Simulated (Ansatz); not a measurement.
**Mg6TlNi, from a guessed structure to a relaxed one**

Starting from a made-up structure for Mg6TlNi, the aim is the relaxed cell, its shortest contacts and, where a second run follows, its electronic structure.

Main program and level: Ansatz 0.2.0; DFT, PBE, plane-wave PAW, files of the set soft_1, scalar-relativistic, ferromagnetic start, cell and ions relaxed at zero pressure; PAW set soft_1, in the first sound run; inputs show where later runs differ.

### 1. The structure

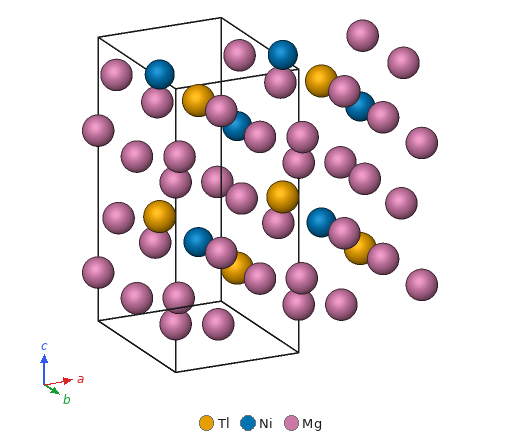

The cell as given, from a free direction (thallium orange, nickel blue, magnesium pink). 2×1×1 cells are drawn. This picture shows the conventional cell, with its axes. Some periodic images of atoms are drawn too.

Coordinates:

```cif
data_structure
_symmetry_space_group_name_H-M 'Amm2'
_symmetry_Int_Tables_number 38
_cell_length_a 4.9510
_cell_length_b 6.3680
_cell_length_c 10.8370
_cell_angle_alpha 90.000
_cell_angle_beta 90.000
_cell_angle_gamma 90.000
_cell_volume 341.67
loop_
_atom_site_label
_atom_site_type_symbol
_atom_site_symmetry_multiplicity
_atom_site_Wyckoff_symbol
_atom_site_fract_x
_atom_site_fract_y
_atom_site_fract_z
_atom_site_occupancy
Tl1 Tl 2 b 0.50000 0.50000 0.83290 1
Ni1 Ni 2 b 0.50000 0.50000 0.33390 1
Mg1 Mg 2 a 0.00000 0.50000 0.67010 1
Mg2 Mg 2 a 0.00000 0.50000 0.17060 1
Mg3 Mg 4 d 0.00000 0.76350 0.91000 1
Mg4 Mg 4 e 0.50000 0.75560 0.09050 1
```

### 2. Relaxing cell and atoms

The guessed cell has no reason to be at equilibrium. It is relaxed with the atoms, within the space group of the guess.

input.yaml reads:

```yaml
crystal:
  lattice:
    - [4.951, 0.0, 0.0]
    - [0.0, 3.184, 5.4185]
    - [0.0, -3.184, 5.4185]
  atoms:
    - { symbol: Tl, position: [0.5, 0.3329, 0.3329] }
    - { symbol: Ni, position: [0.5, 0.8339, 0.8339], spin: 1.0 }
    - { symbol: Mg, position: [0.0, 0.1701, 0.1701] }
    - { symbol: Mg, position: [0.0, 0.6706, 0.6706] }
    - { symbol: Mg, position: [0.0, 0.6735, 0.1465] }
    - { symbol: Mg, position: [0.0, 0.1465, 0.6735] }
    - { symbol: Mg, position: [0.5, 0.8461, 0.3349] }
    - { symbol: Mg, position: [0.5, 0.3349, 0.8461] }
magnetization:
  spin_polarized: true
kpoints:
  mp_grid: { grid: [6, 5, 5] }
scf:
  occupations: { method: fermi_dirac, width: 0.05 }
hamiltonian:
  xc: pbe
  pseudopotentials: { kind: paw, azcp: { folder: soft_1 } }
relax:
  f_tol: 0.015
  max_steps: 70
  cell: {}
output:
  forces: true
  stress: true
```

Started as:

```bash
> ansatz run input.yaml --threads 4 --pin off --max-ram 10240MiB --backend cpu --events-out ev --progress --plain --runs-dir out
```

Numbers of over 12 decimals in the logs are rounded to 6 here.

The program printed:

```text
Engine: ansatz 0.2.0, x86_64-unknown-linux-gnu
Pseudopotentials: kind: paw
Pseudopotential: Tl, paw, valence charge 13, recommended cutoff 420 eV (normal), soft_1/Tl.paw.azcp
Pseudopotential: Ni, paw, valence charge 18, recommended cutoff 420 eV (normal), soft_1/Ni.paw.azcp
Pseudopotential: Mg, paw, valence charge 10, recommended cutoff 420 eV (normal), soft_1/Mg.paw.azcp
Functional definition: PBE
  parameter kappa = 0.804
  parameter beta = 0.066725
  exchange = pbe_x(kappa = kappa, mu = beta*pi^2/3)
  correlation = pbe_c(beta = beta)
Crystal: 8 atoms, lattice volume = 170.834 Å³
Basis set: ecut = 420 eV, 3369 PW (Γ), exchange–correlation on 72×90×90 points (8 copies of the dense FFT grid, shifted against one another)
Bands: 56, of which v1, the nominal top of the filled ones, is band 46 counted from 1 (45 counted from 0)
Symmetry: 4 space group operations
Space group: Amm2 (ITA 38), of the structure as read, at distance tolerance 5.5e-5 Å
Magnetic group: BNS 38.187 (UNI 285), of the structure as read, at distance tolerance 5.5e-5 Å
k-points: 36 of 150 (time reversal used)
Non-local potential: Tl, projectors of the file, l = 0: 2, l = 1: 2, l = 2: 2, l = 3: 1
Non-local potential: Ni, projectors of the file, l = 0: 3, l = 1: 2, l = 2: 3, l = 3: 1
Non-local potential: Mg, projectors of the file, l = 0: 3, l = 1: 2, l = 2: 1
PAW form: soft (Blöchl's): semilocal exchange-correlation on the pseudo side does not see the compensation charge
PAW one-centre angular grid: Tl, 590 points (default); XC on 64 Gauss nodes
PAW one-centre angular grid: Ni, 590 points (default); XC on 64 Gauss nodes
PAW one-centre angular grid: Mg, 110 points (default); XC on 64 Gauss nodes
Initial density: superposition of atomic densities (chi_scale 0.1, normalization cell, long waves kept (reshape's long-wave potential 0.03 eV rms))
Starting moments: Σ|m| = 1 μB on 1 of 8 sites
Initial wavefunctions: pseudopotential atomic-orbital guess
Functional: x = pbe(κ = 0.804, μ = 0.219515), c = pbe(β = 0.066725)
SCF iter   1: F=—  HF=-28828.850471 eV  |F-HF|=—  |Δ(HF+E_count)|=         —  Δρ=3.38e-2 (↑3.38e-2 ↓3.27e-2)  dr2=6.74e0  dr2_m=1.57e-2  M=0.673 μB ∫|m|=1.175 μB  β_m=0.30  ethr=3.10e-3  ⟨swp⟩=8.4  Hψ=16532  notcnv=0  defer=21
Mixer restart at iter 1: flushing history
preconditioner: auto → Kerker (q_TF=auto, 2.456 Å⁻¹)  [metal: Δε(μ)=0.004 eV  Ē_g=7.903 eV  σ=0.050 eV  W_gap=0.02  n_scr=44 (ndim 8)  ℏωp=16.8 eV  f_vac=0.000  D(μ)=5.16/eV (n_scr^D=32)]
spin=Collinear: Kerker preconditioning applied to the charge; magnetization (m = ρ↑ − ρ↓) channel mixes plain (no charge-response kernel on spin).
SCF iter   2: F=—  HF=-28827.275498 eV  |F-HF|=—  |Δ(HF+E_count)|=    1.57e0  Δρ=1.60e-2 (↑8.85e-3 ↓1.60e-2)  dr2=4.96e-1  dr2_m=4.78e-2  M=0.520 μB ∫|m|=1.019 μB  β_m=0.28  ethr=3.10e-3  ⟨swp⟩=2.1  Hψ=8544  notcnv=0  defer=185
SCF iter   3: F=—  HF=-28827.595023 eV  |F-HF|=—  |Δ(HF+E_count)|=   3.20e-1  Δρ=1.09e-2 (↑6.43e-3 ↓1.09e-2)  dr2=2.40e-1  dr2_m=5.89e-2  M=0.479 μB ∫|m|=0.972 μB  β_m=0.50  ethr=5.45e-4  ⟨swp⟩=2.0  Hψ=8025  notcnv=0  defer=184
SCF iter   4: F=—  HF=-28828.320839 eV  |F-HF|=—  |Δ(HF+E_count)|=         —  Δρ=3.36e-2 (↑8.80e-3 ↓3.36e-2)  dr2=9.68e-1  dr2_m=6.85e-1  M=0.096 μB ∫|m|=0.309 μB  β_m=0.64  ethr=2.63e-4  ⟨swp⟩=2.1  Hψ=7886  notcnv=0  defer=184
Mixer restart at iter 4: flushing history
SCF iter   5: F=—  HF=-28828.844821 eV  |F-HF|=—  |Δ(HF+E_count)|=   5.24e-1  Δρ=2.29e-2 (↑2.29e-2 ↓4.67e-3)  dr2=5.24e-1  dr2_m=1.70e-1  M=0.065 μB ∫|m|=0.218 μB  β_m=0.64  ethr=2.63e-4  ⟨swp⟩=3.2  Hψ=8814  notcnv=0  defer=184
SCF iter   6: F=—  HF=-28828.714013 eV  |F-HF|=—  |Δ(HF+E_count)|=   1.31e-1  Δρ=2.60e-2 (↑1.01e-2 ↓2.60e-2)  dr2=1.67e0  dr2_m=1.01e-1  M=0.019 μB ∫|m|=0.111 μB  β_m=0.44  ethr=2.63e-4  ⟨swp⟩=3.5  Hψ=9341  notcnv=0  defer=194
SCF iter   7: F=—  HF=-28828.607272 eV  |F-HF|=—  |Δ(HF+E_count)|=   1.07e-1  Δρ=2.99e-3 (↑2.99e-3 ↓1.39e-3)  dr2=1.90e-2  dr2_m=4.76e-3  M=0.005 μB ∫|m|=0.048 μB  β_m=0.77  ethr=2.63e-4  ⟨swp⟩=3.1  Hψ=8901  notcnv=0  defer=204
SCF iter   8: F=—  HF=-28828.605101 eV  |F-HF|=—  |Δ(HF+E_count)|=   2.17e-3  Δρ=2.89e-3 (↑2.87e-3 ↓2.89e-3)  dr2=4.05e-2  dr2_m=5.38e-6  M=-0.000 μB ∫|m|=0.007 μB  β_m=0.77  ethr=2.09e-5  ⟨swp⟩=2.0  Hψ=8356  notcnv=0  defer=200
SCF iter   9: F=—  HF=-28828.608054 eV  |F-HF|=—  |Δ(HF+E_count)|=   2.95e-3  Δρ=6.18e-4 (↑6.18e-4 ↓5.64e-4)  dr2=1.98e-3  dr2_m=2.46e-6  M=-0.000 μB ∫|m|=0.005 μB  β_m=0.75  ethr=2.09e-5  ⟨swp⟩=2.0  Hψ=5146  notcnv=0  defer=200
SCF iter  10: F=—  HF=-28828.607990 eV  |F-HF|=—  |Δ(HF+E_count)|=   6.44e-5  Δρ=7.30e-5 (↑6.88e-5 ↓7.30e-5)  dr2=5.20e-5  dr2_m=9.78e-7  M=-0.000 μB ∫|m|=0.002 μB  β_m=0.87  ethr=2.17e-6  ⟨swp⟩=2.0  Hψ=4684  notcnv=0  defer=200
SCF iter  11: F=—  HF=-28828.607978 eV  |F-HF|=—  |Δ(HF+E_count)|=   1.13e-5  Δρ=4.08e-5 (↑4.08e-5 ↓1.31e-5)  dr2=2.76e-6  dr2_m=6.77e-7  M=0.000 μB ∫|m|=0.000 μB  β_m=0.94  ethr=5.71e-8  ⟨swp⟩=2.0  Hψ=5909  notcnv=0  defer=200
SCF iter  12: F=—  HF=-28828.607978 eV  |F-HF|=—  |Δ(HF+E_count)|=   1.75e-7  Δρ=9.31e-6 (↑2.60e-6 ↓9.31e-6)  dr2=1.88e-7  dr2_m=2.99e-8  M=-0.000 μB ∫|m|=0.000 μB  β_m=0.96  ethr=3.04e-9  ⟨swp⟩=2.0  Hψ=7006  notcnv=0  defer=200
SCF iter  13: F=—  HF=-28828.607978 eV  |F-HF|=—  |Δ(HF+E_count)|=   4.28e-8  Δρ=7.29e-6 (↑7.29e-6 ↓3.42e-6)  dr2=1.74e-7  dr2_m=6.09e-9  M=-0.000 μB ∫|m|=0.000 μB  β_m=0.98  ethr=2.07e-10  ⟨swp⟩=2.0  Hψ=6975  notcnv=0  defer=200
SCF iter  14: F=—  HF=-28828.607978 eV  |F-HF|=—  |Δ(HF+E_count)|=   1.66e-8  Δρ=5.34e-6 (↑5.34e-6 ↓3.39e-6)  dr2=1.13e-7  dr2_m=1.50e-9  M=-0.000 μB ∫|m|=0.000 μB  β_m=0.99  ethr=1.91e-10  ⟨swp⟩=1.4  Hψ=4086  notcnv=0  defer=200
SCF iter  15: F=—  HF=-28828.607978 eV  |F-HF|=—  |Δ(HF+E_count)|=   3.98e-9  Δρ=2.49e-7 (↑1.07e-7 ↓2.49e-7)  dr2=2.02e-10  dr2_m=3.33e-11  M=-0.000 μB ∫|m|=0.000 μB  β_m=0.99  ethr=1.24e-10  ⟨swp⟩=2.0  Hψ=4569  notcnv=0  defer=200
SCF iter  16: F=-28828.607978 eV  HF=-28828.607978 eV  |F-HF|=4.87e-10  |Δ(HF+E_count)|=  1.82e-11  Δρ=2.93e-7 (↑2.85e-7 ↓2.93e-7)  dr2=5.46e-10  dr2_m=6.92e-14  M=-0.000 μB ∫|m|=0.000 μB  ethr=1.00e-12  ⟨swp⟩=1.0  Hψ=8671  notcnv=0
WARN: the starting moments were not kept: the SCF closed with an absolute magnetisation of 1.0e-6 μB, where they sum to 1 μB in size (1 site). That is at most 0.1 of that sum. Measured as dr2_m measures the in/out step, that magnetisation stands 1.7e-13 eV from none, at or under the dr2_threshold of 1.0e-7 eV: it is no larger than a step whose dr2_m would equal this threshold. The system may hold no moment; this SCF  [...]
[...]
relax step   3: F+E_penalty+E_count = -28828.68891646 eV  Δ(F+E_penalty+E_count) = -5.664e-3 eV  max|allowed force component| = 2.257e-2 eV/Å  Δτ_max = 0.0227 Å  P = -0.006 GPa  Ω = 164.373 Å³  energy of the carried Pulay correction = +5.671e-4 eV  (7 SCF iters, dr2 threshold 8.00e-7 eV, accepted)
[...]
relax step   4: F+E_penalty+E_count = -28828.68922722 eV  Δ(F+E_penalty+E_count) = -3.108e-4 eV  max|allowed force component| = 1.647e-2 eV/Å  Δτ_max = 0.0089 Å  P = +0.000 GPa  Ω = 164.347 Å³  energy of the carried Pulay correction = +5.693e-4 eV  (9 SCF iters, dr2 threshold 3.18e-8 eV, accepted)
[...]
relax step   5: F+E_penalty+E_count = -28828.68956306 eV  Δ(F+E_penalty+E_count) = -3.358e-4 eV  max|allowed force component| = 7.547e-3 eV/Å  Δτ_max = 0.0228 Å  P = +0.014 GPa  Ω = 164.341 Å³  energy of the carried Pulay correction = +5.699e-4 eV  (8 SCF iters, dr2 threshold 1.69e-8 eV, accepted)
Initial wavefunctions: pseudopotential atomic-orbital guess (no wavefunctions were taken with the density)
iter 1 solved again at ethr=2.07e-8 eV; its pass at ethr=3.10e-3 eV (dr2=1.88e-5 eV) is discarded
SCF iter   1: F=—  HF=-28828.688938 eV  |F-HF|=—  |Δ(HF+E_count)|=         —  Δρ=3.64e-5 (↑3.63e-5 ↓3.64e-5)  dr2=6.32e-6  dr2_m=1.25e-12  M=-0.000 μB ∫|m|=0.000 μB  β_m=0.65  ethr=2.07e-8  ⟨swp⟩=3.8  Hψ=29242  notcnv=0
preconditioner: auto → Kerker (q_TF=auto, 2.011 Å⁻¹)  [metal: Δε(μ)=0.022 eV  Ē_g=8.125 eV  σ=0.050 eV  W_gap=0.11  n_scr=22 (ndim 8)  ℏωp=17.1 eV  f_vac=0.000  D(μ)=2.59/eV (n_scr^D=8)]
spin=Collinear: Kerker preconditioning applied to the charge; magnetization (m = ρ↑ − ρ↓) channel mixes plain (no charge-response kernel on spin).
SCF iter   2: F=—  HF=-28828.688910 eV  |F-HF|=—  |Δ(HF+E_count)|=   2.74e-5  Δρ=8.33e-6 (↑8.33e-6 ↓8.32e-6)  dr2=1.71e-7  dr2_m=4.58e-13  M=-0.000 μB ∫|m|=0.000 μB  β_m=0.55  ethr=6.94e-9  ⟨swp⟩=2.0  Hψ=4594  notcnv=0
SCF iter   3: F=—  HF=-28828.688911 eV  |F-HF|=—  |Δ(HF+E_count)|=   5.27e-7  Δρ=9.01e-6 (↑8.99e-6 ↓9.01e-6)  dr2=3.14e-7  dr2_m=1.40e-13  M=-0.000 μB ∫|m|=0.000 μB  β_m=0.48  ethr=1.88e-10  ⟨swp⟩=2.0  Hψ=7360  notcnv=0
SCF iter   4: F=—  HF=-28828.688911 eV  |F-HF|=—  |Δ(HF+E_count)|=   1.82e-7  Δρ=5.54e-6 (↑5.54e-6 ↓5.53e-6)  dr2=1.28e-7  dr2_m=7.32e-14  M=-0.000 μB ∫|m|=0.000 μB  β_m=0.63  ethr=1.88e-10  ⟨swp⟩=2.0  Hψ=7334  notcnv=0
SCF iter   5: F=—  HF=-28828.688911 eV  |F-HF|=—  |Δ(HF+E_count)|=   3.75e-7  Δρ=6.70e-6 (↑6.70e-6 ↓6.69e-6)  dr2=2.50e-7  dr2_m=2.88e-14  M=-0.000 μB ∫|m|=0.000 μB  β_m=0.81  ethr=1.41e-10  ⟨swp⟩=2.0  Hψ=4494  notcnv=0
SCF iter   6: F=—  HF=-28828.688911 eV  |F-HF|=—  |Δ(HF+E_count)|=   2.94e-7  Δρ=6.22e-6 (↑6.22e-6 ↓6.21e-6)  dr2=2.34e-7  dr2_m=2.46e-14  M=-0.000 μB ∫|m|=0.000 μB  β_m=0.91  ethr=1.41e-10  ⟨swp⟩=2.0  Hψ=4648  notcnv=0
SCF iter   7: F=—  HF=-28828.688912 eV  |F-HF|=—  |Δ(HF+E_count)|=   3.17e-7  Δρ=1.68e-6 (↑1.68e-6 ↓1.68e-6)  dr2=1.64e-8  dr2_m=2.00e-14  M=-0.000 μB ∫|m|=0.000 μB  β_m=0.95  ethr=1.41e-10  ⟨swp⟩=2.0  Hψ=7360  notcnv=0
SCF iter   8: F=—  HF=-28828.688912 eV  |F-HF|=—  |Δ(HF+E_count)|=   1.41e-8  Δρ=4.02e-8 (↑4.02e-8 ↓4.00e-8)  dr2=7.97e-12  dr2_m=1.71e-15  M=-0.000 μB ∫|m|=0.000 μB  β_m=0.92  ethr=1.80e-11  ⟨swp⟩=2.0  Hψ=7358  notcnv=0
SCF iter   9: F=—  HF=-28828.688912 eV  |F-HF|=—  |Δ(HF+E_count)|=  1.09e-11  Δρ=1.38e-8 (↑1.38e-8 ↓1.35e-8)  dr2=1.37e-12  dr2_m=1.51e-16  M=-0.000 μB ∫|m|=0.000 μB  β_m=0.96  ethr=1.00e-12  ⟨swp⟩=1.2  Hψ=4055  notcnv=0
SCF iter  10: F=-28828.688912 eV  HF=-28828.688912 eV  |F-HF|=2.91e-11  |Δ(HF+E_count)|=  1.46e-11  Δρ=6.20e-8 (↑6.19e-8 ↓6.20e-8)  dr2=2.51e-11  dr2_m=3.10e-18  M=0.000 μB ∫|m|=0.000 μB  ethr=1.00e-12  ⟨swp⟩=2.4  Hψ=11696  notcnv=0
the starting moments were not kept: the SCF closed with an absolute magnetisation of 3.0e-9 μB, where they sum to 1 μB in size (1 site). That is at most 0.1 of that sum. Measured as dr2_m measures the in/out step, that magnetisation stands 2.8e-18 eV from none, at or under the dr2_threshold of 8.0e-11 eV: it is no larger than a step whose dr2_m would equal this threshold.
SCF 6 converged in 10 iterations: F = -28828.688912 eV  dr2 = 2.51e-11
relax step   6: F+E_penalty+E_count = -28828.68891152 eV  Δ(F+E_penalty+E_count) = +6.515e-4 eV  max|allowed force component| = 7.551e-3 eV/Å  Δτ_max = 0.0000 Å  P = +0.017 GPa  Ω = 164.341 Å³  stress off target by 2.77e-2 GPa  SCF on the basis re-selected at this cell (its energy is not comparable with the rows above)  (10 SCF iters)
basis re-selected at this cell: Δ(F+E_penalty+E_count) = +6.515e-4 eV, ΔP = +0.003 GPa vs the last step (what re-selecting the basis moved, of the pressure what is left beyond the Pulay correction that the steps carried, after the strain that the cell walked since its last selection, with what the two solves' SCF thresholds leave and, on support functions, any second-order correction that the steps lacked; it is no m [...]
SCF converged after 10 iterations
Magnetization: 0.0000 μB (45.5000 up, 45.5000 down)
Absolute magnetization: 0.0000 μB (∫|ρ↑−ρ↓|, with the PAW one-centre terms)
Spin contamination: 0.0000 ħ² per cell (⟨S²⟩ above its minimum at these occupations)
Per-site moments (μB) at R_I (Å): [(1.7192461745374334e-11, 1.264595), (9.195117553469511e-10, 1.225074), (1.405660948075823e-10, 1.254965), (-1.400081217454307e-10, 1.210705), (-8.116234019785254e-11, 1.210685), (-8.11623142803946e-11, 1.210685), (-4.813579552961671e-11, 1.236388), (-4.8136236612414366e-11, 1.236388)]
Free energy (F): -28828.688912 eV
Harris-Foulkes:  -28828.688912 eV  (|F-HF|=2.91e-11)
Internal energy: -28828.668702 eV  (E = F + TS)
E sigma→0 (E₀):  -28828.678807 eV
Entropy (-TS):   -0.020210 eV (-2.526 meV/atom)
Fermi energy:    7.874980 eV
--- Per-component energies (eV) ---
  E_band       = -2491.980959
  E_kinetic    = 1024.647961
  E_local      = -14898.520783  (includes V_loc(G=0)·N_el)
  E_nonlocal   = 1371.234473
  E_hartree    = 5796.024631
  E_xc         = -454.309181
  E_vxc        = -469.794193  (∫ρ·V_xc dr)
  E_paw        = -13654.756656  (= ΣΔE_a)
  E_vpaw       = -1111.597190  (= ΣTr[D̂ρ^β])
  E_aug_tail   = -0.000045  (compensation charges beyond the density's cutoff)
  E_ewald      = -8012.989102
  E_smearing   = -0.020210  (= −TS)
  E_closure    = -0.000000  (closes the sum)
  Σ components = -28828.688912   (vs F -28828.688912, Δ=0.00e0)
--- Forces (eV/Å), atoms counted from 1 ---
  atom   1  Tl     0.00000000     0.00000000    -0.00181261
  atom   2  Ni     0.00000000     0.00000000    -0.00284280
  atom   3  Mg    -0.00000000     0.00000000     0.00428515
  atom   4  Mg    -0.00000000     0.00000000     0.00073443
  atom   5  Mg    -0.00000000    -0.00092400    -0.00755116
  atom   6  Mg    -0.00000000     0.00092400    -0.00755116
  atom   7  Mg     0.00000000    -0.00210153     0.00736916
  atom   8  Mg     0.00000000     0.00210153     0.00736916
  max |Σ_I F_I| component: 1.84e-7 eV/Å
--- Stress (GPa, compression-positive) ---
        0.004175       0.000000       0.000000
        0.000000       0.019840      -0.000000
        0.000000      -0.000000       0.027666
  P = ⅓ Tr σ = 0.0172 GPa (0.172 kbar)
--- Relaxed structure (5 steps of the walk, 5 accepted, 1 SCFs on fresh bases) ---
  F+E_penalty+E_count = -28828.68891152 eV   max|allowed force component| = 7.551e-3 eV/Å   (the final SCF, on the basis selected at the relaxed cell)
  cell:  # Å, volume = 164.3413 Å³
    - [4.928168, 0.0, 0.0]
    - [0.0, 3.146531, 5.299065]
    - [0.0, -3.146531, 5.299065]
  atoms:
    - { symbol: Tl, position: [0.5, 0.337474, 0.337474] }
    - { symbol: Ni, position: [0.5, 0.829698, 0.829698] }
    - { symbol: Mg, position: [0, 0.165375, 0.165375] }
    - { symbol: Mg, position: [0, 0.673270, 0.673270] }
    - { symbol: Mg, position: [0, 0.679915, 0.146301] }
    - { symbol: Mg, position: [0, 0.146301, 0.679915] }
    - { symbol: Mg, position: [0.5, 0.836194, 0.340273] }
    - { symbol: Mg, position: [0.5, 0.340273, 0.836194] }
```

Run time: 60 s. Hardware: 4 threads of INTEL XEON PLATINUM 8581C at 2.30GHz (Emerald Rapids), shared host; peak memory 0.9 GiB; 3.5 min of CPU time.

Relaxation path:

```tsv
step	energy less that of the first step (eV)	largest force component (eV/Å)	pressure (GPa)	volume (Å³)
1	0.0000	0.3118	-1.48	170.83
2	-0.0753	0.1447	0.08	164.06
3	-0.0809	0.0226	-0.01	164.37
4	-0.0812	0.0165	0.00	164.35
5	-0.0816	0.0075	0.01	164.34
6*	-0.0809	0.0076	0.02	164.34
```

Relaxation steps marked * repeat the geometry before them on a plane-wave basis chosen anew for their cell, so energy and pressure can jump there.

Forces are held to the 4 operations that the run works with; a distortion that breaks them can't arise in this run.

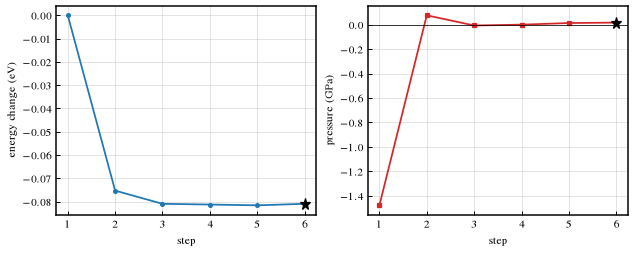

Energy and pressure along the relaxation. Stars mark steps on a basis chosen anew.

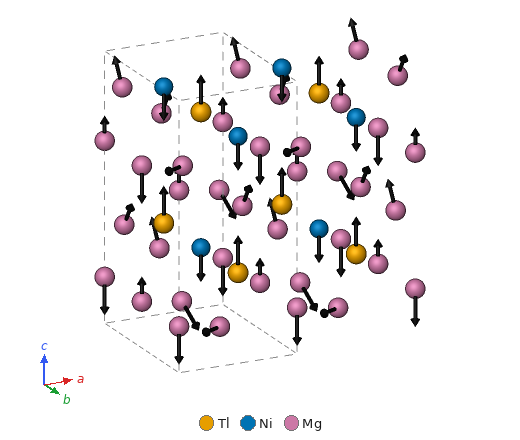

Displacements in the relaxation, exaggerated, measured against the changing cell; the longest in the cell stands for 0.05 Å. 2×1×1 conventional cells are drawn. Some periodic images of atoms are drawn too.

```tsv
conventional cell, symmetrised	before	after	change
a (Å)	4.951	4.928	-0.5 %
b (Å)	6.368	6.293	-1.2 %
c (Å)	10.837	10.598	-2.2 %
volume (Å³/atom)	21.35	20.54	-3.8 %
```

The atoms that moved most (Å, as changes of fractional coordinates times the final cell):

```tsv
atom	dx	dy	dz	length
Mg7	0.000	-0.048	-0.024	0.054
Mg8	0.000	0.048	-0.024	0.054
Mg3	0.000	0.000	-0.050	0.050
Tl1	0.000	0.000	0.048	0.048
Ni2	0.000	0.000	-0.045	0.045
Mg5	0.000	0.021	0.033	0.039
Mg6	0.000	-0.021	0.033	0.039
Mg4	0.000	0.000	0.028	0.028
```

This step gave:

```yaml
free_energy: -28828.6889 eV
energy_at_zero_smearing: -28828.6788 eV
smearing_term_ts: 0.02021 eV
fermi_energy: 7.875 eV
electrons: 91
symmetry_operations: 4
pressure: 0.01723 GPa
```

Shortest distances by pair of elements, guess and relaxed (not always the same contact):

```tsv
pair	guess (Å)	relaxed (Å)
Mg–Mg	3.000	2.935
Mg–Ni	3.013	2.970
Mg–Tl	3.040	3.066
Ni–Tl	3.184	3.148
Tl–Tl	4.951	4.928
```

The relaxation ends with a largest force component of 0.0076 eV/Å and a pressure of 0.02 GPa. The starting moments have collapsed: the run ends non-magnetic.

(Part 1 of 2 ends here.)

[Logs are printed without paths, hosts, clocks, repeated set-up lines and the standing remarks that a program may print on its own settings, such as how far it seeks lower states.]

[Hosts, paths, dates, database ids (printed as entryN), source tags and the programs' standing remarks are cut or masked in the printed files.]
